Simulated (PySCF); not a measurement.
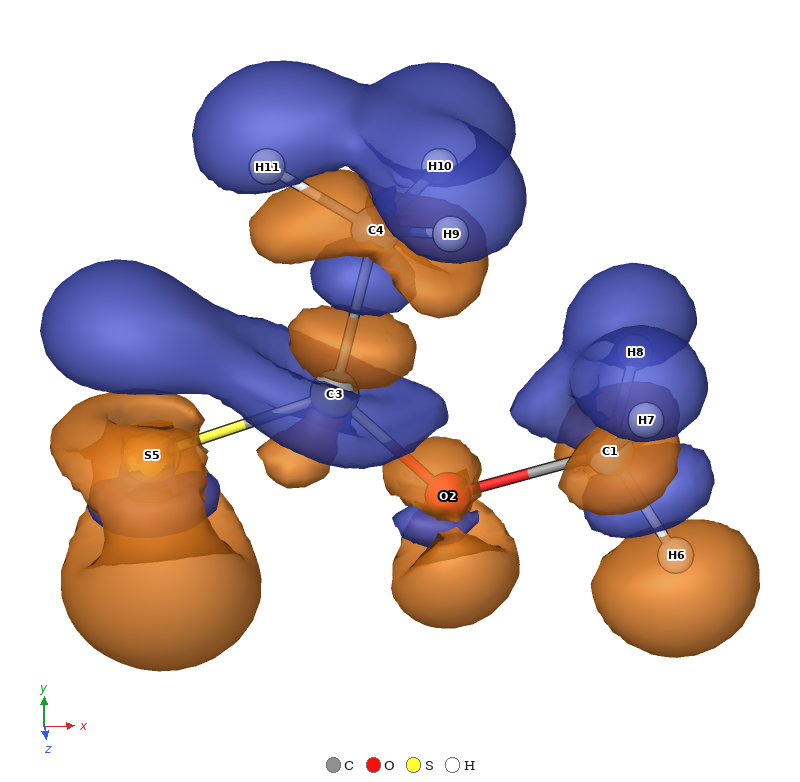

Figure 1: C₃H₆OS, SMILES `COC(C)=S`. Change of the electron density in a uniform field of 0.26 V/Å, surfaces at ±0.002 e/Å³ (orange: gain, blue: loss).

PySCF calculation, B3LYP/def2-SVPD, gas phase; geometry: GFN2-xTB. No frequency check shows the geometry to be a minimum. GFN2-xTB bond lengths at metals and heavier atoms can be off by up to 0.1 Å and shapes distorted, which carries into these values.

### Along which Cartesian direction does the field point?

Along +y: electrons gather on the −y side, against the field.

### How large is the response?

The induced dipole is 0.80 D (along the field); α along this axis, from the fields in both directions, is 63 bohr³ (9.3 Å³).

### Which atoms gain and lose the most charge?

Electrons gather most on S5 (Hirshfeld charge changes by −0.016 e) and leave H11 most (+0.009 e); 0.073 electrons are displaced in all.

Cost of the run: 20 s on 1 thread of AMD EPYC 9R45 96-Core Processor (Zen 5), with other jobs on the host, peak memory 0.72 GiB.
